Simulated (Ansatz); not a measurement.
Band structure of FePt (P4/mmm, 2 atoms in the cell).

```
FePt
1.0
    2.68708     0.00000     0.00000
    0.00000     2.68708     0.00000
    0.00000     0.00000     3.68130
Fe Pt
1 1
Cartesian
  0.00000   0.00000   0.00000
  1.34354   1.34354   1.84065
```
Moments meant for the start (each program seeds them in its own way; μB, in the order of the atoms Fe Pt): 4.0 1.0.

Method of the run: PBE (plane waves, PAW; Ansatz, a quantum-chemistry and plane-wave program).

Settings: basis.ecutwfc = 30.9 Ry; kpoints.mp_grid.grid = 12 12 9; hamiltonian.xc = pbe; hamiltonian.pseudopotentials = {kind: paw} (the program's default PAW files); magnetization.spin_polarized = true; scf.occupations.method = gaussian; scf.occupations.width = 0.0073 Ry; kpoints.band_path.npoints = 8.

The starting cell comes from a database of computed structures (which also holds hypothetical and non-ambient phases and stackings), without a prior relaxation at this level. Its lattice was rescaled by a random factor within 2.5 % of one. Spin-orbit coupling is off. The magnetic order is the one reached from the typed start; others were not searched systematically.

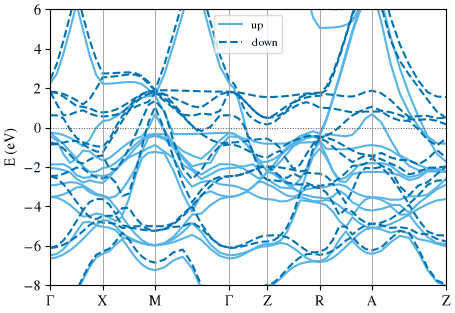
Figure: Bands along the path, energies from the Fermi level.

Levels in eV from the Fermi level, bands 16 to 23 of the first spin channel:
```tsv
point	16	17	18	19	20	21	22	23
Γ	-1.86	-0.45	-0.26	-0.26	2.26	10.17	11.92	11.92
X	-2.46	-2.06	-1.67	0.33	2.22	10.67	10.87	12.91
M	-0.33	-0.33	0.68	1.63	1.63	8.05	10.50	11.04
Z	-2.24	-2.23	-2.23	-1.73	-0.82	15.79	15.93	16.55
R	-0.73	-0.66	-0.57	-0.41	-0.31	5.06	7.16	16.14
A	-1.81	-0.88	0.68	7.11	7.11	7.96	8.64	8.80
```

Bands cross the Fermi level along this path, so the cell is metallic at this level.

The net moment of the cell came out as 3.22 μB.

Keys are those of Ansatz 0.2.
